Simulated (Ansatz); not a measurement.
Cl₂H₅NOSi

```yaml
atoms:
  - { symbol: Si, position_ang: [-0.7682, -0.1690, -0.0968] }
  - { symbol: N, position_ang: [1.2600, -0.1406, 0.1152] }
  - { symbol: Cl, position_ang: [-0.3795, -1.0864, -1.9542] }
  - { symbol: Cl, position_ang: [-0.7433, -1.4529, 1.5745] }
  - { symbol: H, position_ang: [-2.2505, -0.1791, -0.2508] }
  - { symbol: H, position_ang: [1.4965, 0.2654, 1.0148] }
  - { symbol: O, position_ang: [-0.5457, 1.4672, 0.0963] }
  - { symbol: H, position_ang: [1.6436, -1.0774, 0.0608] }
  - { symbol: H, position_ang: [1.6655, 0.4296, -0.6200] }
  - { symbol: H, position_ang: [-1.3784, 1.9433, 0.0600] }
```

The product side of a reaction path; geometry: PBE0-D4/def2-TZVP; a saddle point, not a minimum.

These are results of Ansatz, RKS PBE0-D4/def2-TZVPP, not measurements.

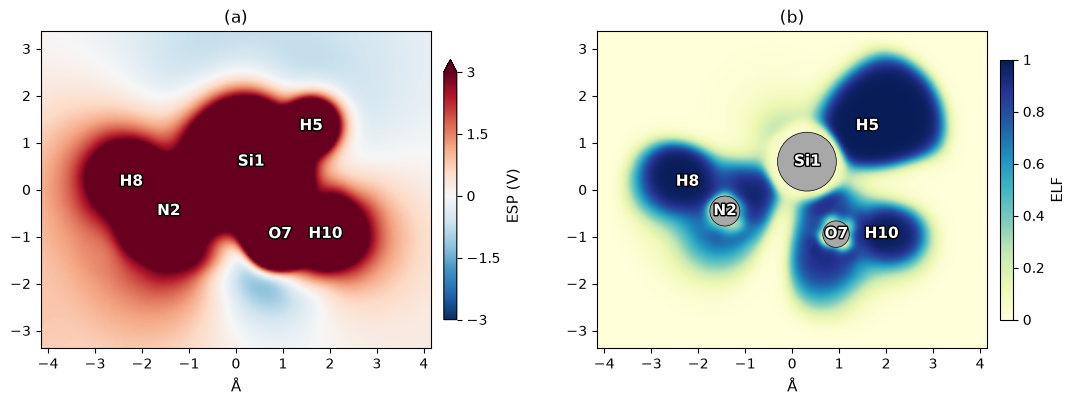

Figure 1. (a) molecular electrostatic potential; (b) ELF on the plane of atoms N2, Si1 and O7. Grey discs cover the atomic cores in the ELF map.

Question: What does the map show?

Answer:
- Atoms in the plane: Si, N, H and O.
- Si–O (1.66 Å): the ELF peaks at about 0.90 between the atoms (a shared but strongly polarised pair).
- Si–N (2.04 Å): the ELF peaks at about 0.95 between the atoms, as expected for a polar covalent bond.
- O–H (0.96 Å): the ELF climbs to about 1 towards the hydrogen, as it does in any bond to H (an ordinary covalent bond to hydrogen).
- N–H (1.01 Å): the ELF climbs to about 1 towards the hydrogen: a covalent bond by its length.
- Si–H (1.49 Å): the ELF climbs to about 1 towards the hydrogen.
- The ELF also peaks beside O7, away from the bonds: lone-pair regions.
- Outside the dense part of the molecule the potential is most negative (−1.2 V) near O7.

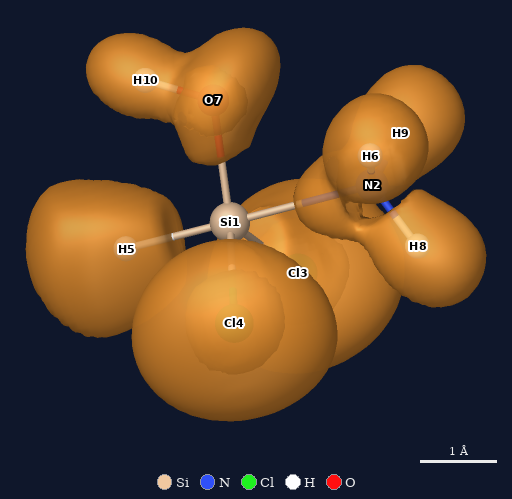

Figure 2. Isosurface of the ELF at 0.75 (orange), seen at a tilt. Only the valence region is drawn (cores and ρ < 0.01 e/Å³ removed).

Question: Identify the bonds, lone pairs and shells in this picture.

Answer: The ELF exceeds this value in one region around a hydrogen nucleus, two regions on Cl in which the atom's valence shell and bonds are merged, one joined region spread over several atoms (H, N), in which their bonds and any lone pairs are merged and one joined region spread over several atoms (H, O), in which their bonds and any lone pairs are merged.

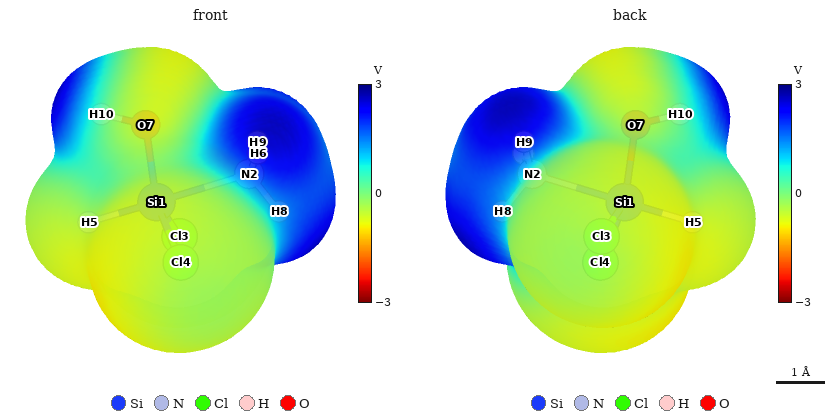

Figure 3. The electrostatic potential painted on the density surface at 0.002 e/bohr³, seen from the front and from behind; the colour scale runs from red (negative) to blue (positive).

Question: Describe the electrostatic potential map.

Answer: The most negative region (about −0.9 V) lies over Cl3 and Cl4, the most positive (about +2.6 V) over H6, H8, H9 and H10.
